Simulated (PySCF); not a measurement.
# SiS (SMILES [Si-]#[S+]): FCI/STO-3G

What is the vertical singlet–triplet gap of SiS at FCI/STO-3G? 

The results are computed with PySCF 2.14.0.

20 further runs of the same task are left out: 7 that didn't finish, 13 set aside as unsound or not needed.

## Step 1: Starting point

The species is SiS (2 atoms), meant as a singlet with charge 0. As SMILES, `[Si-]#[S+]`. The bond length is the measured one.

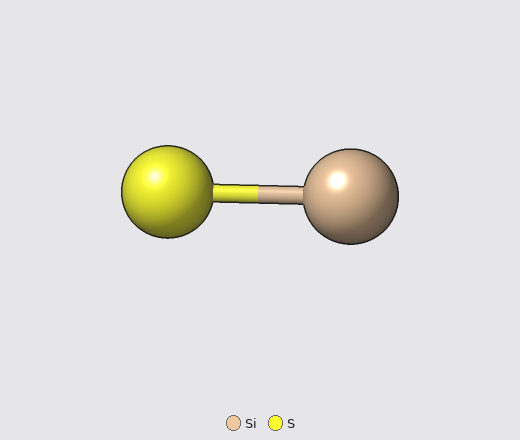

The structure, seen from a chosen angle (silicon light orange, sulfur yellow).

## Step 2: A single-point energy at FCI/STO-3G

Input file input.xyz:

```xyz
2
SSi
Si     0.000000     0.000000     0.000000
S      0.000000     0.000000     1.929321
```

Input file calc.py:

```python
from pyscf import gto, mcscf

mol = gto.M(
    atom='input.xyz',
    basis='sto-3g',
    max_memory=1860,
    verbose=3,
)

calc0 = mol.RHF()
calc0.conv_tol = 1e-10
calc0.kernel()
if not calc0.converged:
    calc0 = calc0.newton().run(calc0.mo_coeff, calc0.mo_occ)

cas = mcscf.CASCI(calc0, calc0.mo_coeff.shape[-1] - 10, (mol.nelec[0] - 10, mol.nelec[1] - 10))  # full CI above the frozen core
cas.fix_spin_(ss=0.0)
cas.kernel()
etot = cas.e_tot
print('E = %.10f Eh' % etot)
```

Launch:

```sh
$ OMP_NUM_THREADS=1 python calc.py
```

Output:

```text
converged SCF energy = -678.742278023807
CASCI E = -678.849128041717  E(CI) = -20.0331838473555  S^2 = 0.0000000
E = -678.8491280417 Eh
```

Wall time 0.73 s (1 thread of Arm Neoverse V2, shared host); peak memory 0.12 GiB.

## Step 3: The triplet

Input file mol.xyz:

```xyz
2
SSi
Si     0.000000     0.000000     0.000000
S      0.000000     0.000000     1.929321
```

Input file job.py:

```python
from pyscf import gto, mcscf

mol = gto.M(
    atom='mol.xyz',
    basis='sto-3g',
    spin=2,
    verbose=3,
    max_memory=1860,
)

mf = mol.ROHF()
mf.conv_tol = 1e-10
mf.kernel()
if not mf.converged:
    mf = mf.newton().run(mf.mo_coeff, mf.mo_occ)

cas = mcscf.CASCI(mf, mf.mo_coeff.shape[-1] - 10, (mol.nelec[0] - 10, mol.nelec[1] - 10))  # full CI above the frozen core
cas.fix_spin_(ss=2.0)
cas.kernel()
e_tot = cas.e_tot
print('Final energy', e_tot)
```

Launch:

```sh
$ OMP_NUM_THREADS=1 python job.py
```

Output:

```text
converged SCF energy = -678.624602384228
CASCI E = -678.709061902530  E(CI) = -19.8945312428127  S^2 = 2.0000000
Final energy -678.7090619025296
```

It took 0.68 s on 1 thread of Arm Neoverse V2, shared host; peak memory 0.12 GiB.

## Step 4: Summary of results

Level: FCI/STO-3G, 10 core orbitals frozen.

| quantity | value |
| --- | --- |
| singlet: total energy | -678.84913 Eh |
| singlet: dipole moment (Hartree–Fock density) | 2.03 D |
| singlet: HOMO energy (Hartree–Fock orbitals) | -6.15 eV |
| singlet: LUMO energy (Hartree–Fock orbitals) | 6.56 eV |
| singlet: HOMO–LUMO gap (Hartree–Fock orbitals) | 12.70 eV |
| singlet: correlation energy (10 core orbitals frozen) | -106.9 mEh |
| triplet: total energy | -678.70906 Eh |
| triplet: dipole moment (Hartree–Fock density) | 2.65 D |
| triplet: correlation energy (10 core orbitals frozen) | -84.5 mEh |
| vertical energy of the triplet above the singlet | 3.811 eV |

In words: At this shape the triplet lies 3.81 eV (368 kJ/mol) above the singlet. In a minimal basis such a difference can be off by several eV, whatever the method.
